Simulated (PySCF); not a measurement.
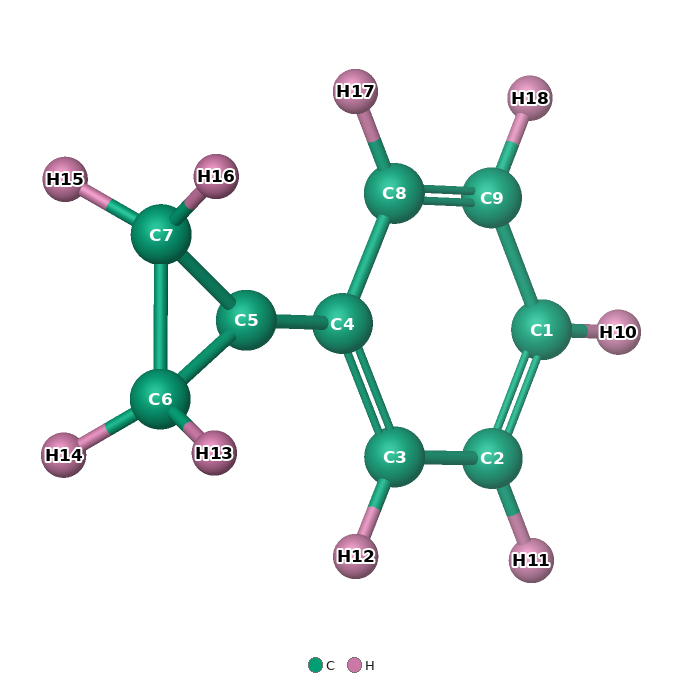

State: neutral, doublet. Computed geometry: GFN2-xTB optimisation. No frequency run is at hand to confirm it as a minimum. Level of theory: UKS B3LYP, pcH-1 on C H, non-relativistic (PySCF 2.14.0). Fermi-contact and spin-dipolar terms alone, no spin-orbit part.

Question. Which nucleus has the largest dipolar (anisotropic) hyperfine coupling?

Answer. 13C at C5: principal values −58.8, −54.2, 113.0 MHz.

List the isotropic and dipolar parts for the most strongly coupled nuclei, one of each equivalent set. Atoms whose distances differ by more than 0.02 Å in this geometry are listed apart.

```tsv
atom	isotope	a_iso (MHz)	dipolar part (MHz)
C5	13C	66.1	−58.8, −54.2, 113.0
C1	13C	26.0	−23.0, −21.3, 44.2
C3	13C	24.1	−19.0, −18.7, 37.7
C4	13C	−41.1	−19.8, 8.1, 11.7
C2	13C	−21.7	−15.8, 7.0, 8.8
H10	1H	−18.9	−11.3, −0.1, 11.4
H12	1H	−16.1	−6.3, −2.1, 8.4
H14	1H	63.3	−3.0, −2.8, 5.8
```
